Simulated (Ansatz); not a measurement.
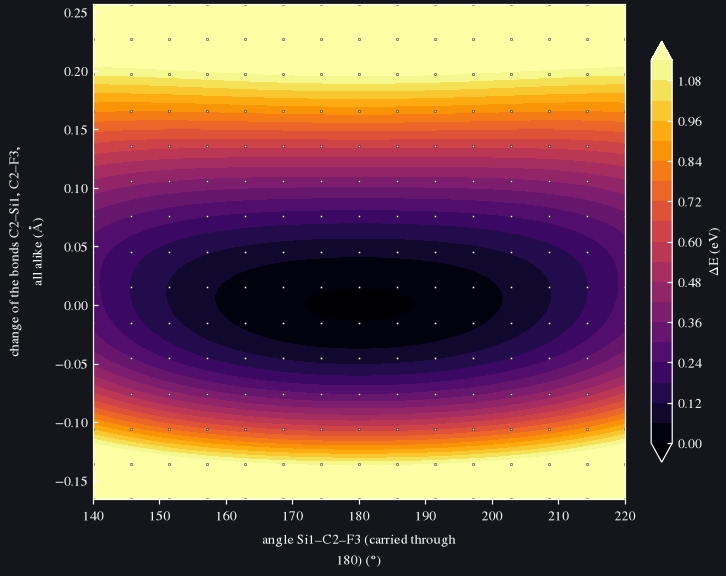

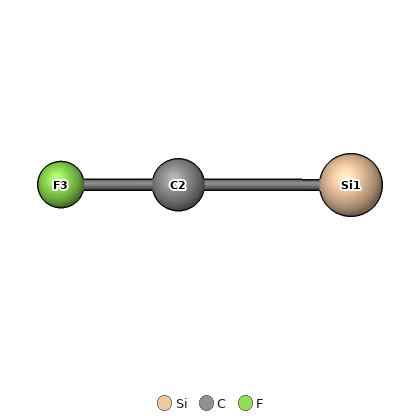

Energy landscape of CFSi, SMILES FC#[Si+], charge +1. The first coordinate is: angle Si1–C2–F3 (carried through 180); the second: change of the bonds C2–Si1, C2–F3, all alike. Nothing is relaxed (all other coordinates rigid). The grid has 15 × 15 points; 120 points were computed and 105 follow by symmetry. Points are written as (first, second). Energies are in eV, from the lowest grid point. These are results of RKS CAM-B3LYP-D4/def2-TZVP in Ansatz 0.2.0, not measurements.

Drawn: filled contours, dots at the grid points, one colour for all values above the top of the scale. Between grid points the surface is interpolated. The second picture is the structure at the lowest point.

Summarise what can be read from the map.

The lowest grid point is at (180.0°, 0.015 Å). No other kind of well shows on this grid. The highest grid point, (140.0°, −0.166 Å), lies 2.15 eV above the lowest. Round the minimum the two coordinates are nearly uncoupled.

Each point was launched as `ansatz run input.yaml --threads 1 --pin off --max-ram 2560MiB --backend cpu --events-out ev --progress --plain --runs-dir out`. Time for the 120 points that were run: 11 min on 1 thread of Intel(R) Xeon(R) 6975P-C (Granite Rapids) (shared host).
